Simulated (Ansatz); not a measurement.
**GeTe (SMILES [Ge][Te]) at 6 levels**

Wanted: a comparison of 6 runs (BHLYP/STO-3G, BLYP/STO-3G, UB3LYP/STO-3G, UPBE0/STO-3G, wB97M-V/STO-3G, MP2/STO-3G) of GeTe. 

The results are computed with Ansatz 0.2.0.

73 further runs of the same task are left out: 41 that didn't finish, 32 set aside as unsound or not needed.

### Step 1. The system as given

GeTe has 2 atoms, charge 0, and is taken as a singlet. As SMILES, `[Ge][Te]`. The Te2–Ge1 distance was set to 2.925 Å, away from the relaxed value.

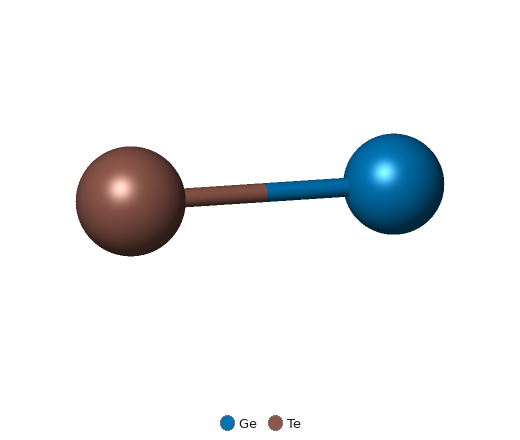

The structure, seen from a chosen angle (germanium blue, tellurium brown).

### Step 2. The energy at BHLYP/STO-3G (run 1)

File run.yaml:

```yaml
crystal:
  periodic: [false, false, false]
  atoms:
    - symbol: Ge
      position_ang: [0.000000, 0.000000, -0.585035]
    - symbol: Te
      position_ang: [0.000000, 0.000000, 2.340165]
basis:
  gaussian:
    orbitals: STO-3G
accuracy: high
hamiltonian:
  xc: {name: BHLYP}
```

Launch:

```sh
$ ansatz run run.yaml --threads 1 --pin off --max-ram 2610MiB --events-out events.jsonl --progress --plain --runs-dir runs
```

Standard output:

```text
Warning: RAYON_NUM_THREADS=1 ignored (pool sized by the plan → 1); use --threads N
Functional definition: BHLYP
  name "BHLYP"
  parameter a = 0.5
  exchange = (1 - a)*b88_x + a*exact_x
  correlation = lyp_c
546 factors; integrals over basis functions are off by at most 5.3e-9 eV
mean field evaluation 1: about -234076.4644 eV, gradient 2.5e1 eV
mean field evaluation 2: about -234000.5374 eV, gradient 7.2e1 eV
mean field evaluation 4: about -234081.5040 eV, gradient 1.8e1 eV
mean field evaluation 8: about -234081.8149 eV, gradient 1.7e1 eV
mean field evaluation 16: about -234084.2090 eV, gradient 1.5e-8 eV
mean field -234084.20896394 eV, -8602.4360114493 hartree, gradient 2.3e-8 eV, S^2 0.000000; 0 other end points of the search recorded, 0 dependent functions left out
reference -234084.20898320 eV, -8602.4360121569 hartree; 42, 42 occupied and 3, 3 virtual orbitals, 546 factors
Total energy: -234084.20898320 eV, -8602.4360121569 hartree
```

Run time: 2.2 s. Hardware: 1 thread of Arm Neoverse V1, shared host; peak memory 0.12 GiB.

### Step 3. A single-point energy at BLYP/STO-3G (run 2)

File input.yaml:

```yaml
basis:
  gaussian: {orbitals: STO-3G}
crystal:
  periodic: [false, false, false]
  atoms:
    - symbol: Ge
      position_ang: [0.000000, 0.000000, -0.585035]
    - symbol: Te
      position_ang: [0.000000, 0.000000, 2.340165]
hamiltonian: {xc: {name: BLYP}}
accuracy: high
```

Launch:

```sh
$ ansatz run input.yaml --threads 1 --pin off --max-ram 2610MiB --events-out events.jsonl --progress --plain --runs-dir runs
```

Standard output (excerpt; [...] marks lines left out):

```text
Warning: RAYON_NUM_THREADS=1 ignored (pool sized by the plan → 1); use --threads N
Functional definition: BLYP
  name "BLYP"
[...]
546 factors; integrals over basis functions are off by at most 5.3e-9 eV
[...]
mean field -234071.14522216 eV, -8601.9559277937 hartree, gradient 6.7e-9 eV, S^2 0.000000; 13 other end points of the search recorded, 0 dependent functions left out
reference -234071.14526089 eV, -8601.9559292170 hartree; 42, 42 occupied and 3, 3 virtual orbitals, 546 factors
Total energy: -234071.14526089 eV, -8601.9559292170 hartree
```

Wall time 23 s (1 thread of Arm Neoverse V1, shared host); peak memory 0.1 GiB.

Runs 3 to 5 aren't shown in full; the table further down has their settings and results.

### Step 4. The energy at MP2/STO-3G (run 6)

File job.yaml:

```yaml
crystal:
  periodic: [false, false, false]
  atoms:
    - symbol: Ge
      position_ang: [0.000000, 0.000000, -0.585035]
    - symbol: Te
      position_ang: [0.000000, 0.000000, 2.340165]
basis:
  gaussian: {orbitals: STO-3G}
correlation: {method: mp2, frozen_orbitals: {Ge: 9, Te: 18}}
accuracy: high
```

Launch:

```sh
$ ansatz run job.yaml --threads 1 --pin off --max-ram 2610MiB --events-out events.jsonl --progress --plain --runs-dir runs
```

Standard output (excerpt; [...] marks lines left out):

```text
Warning: RAYON_NUM_THREADS=1 ignored (pool sized by the plan → 1); use --threads N
Functional definition: HF
  name "HF"
[...]
546 factors; integrals over basis functions are off by at most 5.3e-9 eV
[...]
mean field -233984.55698485 eV, -8598.7738687641 hartree, gradient 1.7e-8 eV, S^2 0.000000; 6 other end points of the search recorded, 0 dependent functions left out; unrestricted orbitals would lower it
[...]
unrestricted determinant -233986.04706409 eV, -8598.8286281662 hartree, S^2 1.0200
27 core orbitals not correlated: weight in the atoms' cores, before any rotation towards them, 1.000 or more for the frozen orbitals, at most 0.000 for the correlated occupied ones
reference -233984.55698485 eV, -8598.7738687641 hartree; 15, 15 occupied and 3, 3 virtual orbitals, 546 factors
second order -2.20428830 eV of doubles, -0.00000000 eV of singles
Total energy: -233986.76127315 eV, -8598.8548748651 hartree
```

It took 2.7 s on 1 thread of Arm Neoverse V1, shared host; peak memory 0.12 GiB.

### Step 5. Overview of the runs

```csv
run,level,frozen core orbitals,energy (Eh),wall time
1,BHLYP/STO-3G,–,-8602.436012,2.2 s
2,BLYP/STO-3G,–,-8601.955929,23 s
3,UB3LYP/STO-3G,–,-8602.165496,21 s
4,UPBE0/STO-3G,–,-8601.692175,17 s
5,wB97M-V/STO-3G,–,-8602.346798,38 s
6,MP2/STO-3G,27,-8598.854875,2.7 s
```

### Step 6. Outcome

| quantity | value |
| --- | --- |
| run 6: total energy | -8598.85487 Eh |
| run 6: correlation energy (27 core orbitals frozen) | -81.0 mEh |

Totals of different functionals can't be ranked against each other. In run 6 the log says that unrestricted orbitals would lower the reference, so the values rest on an unstable closed-shell determinant (other closed-shell runs at this shape may share the fault). In runs 1, 2, 3, 4, 5, 6 the basis is minimal, so the values are rough. In runs 1, 2, 3, 4, 5, 6 relativity is left out where basis or elements ask for it. Spin contamination of the reference: run 4 ⟨S²⟩ = 0.58, run 3 ⟨S²⟩ = 0.52. All runs together took 1.7 min, the longest 38 s.
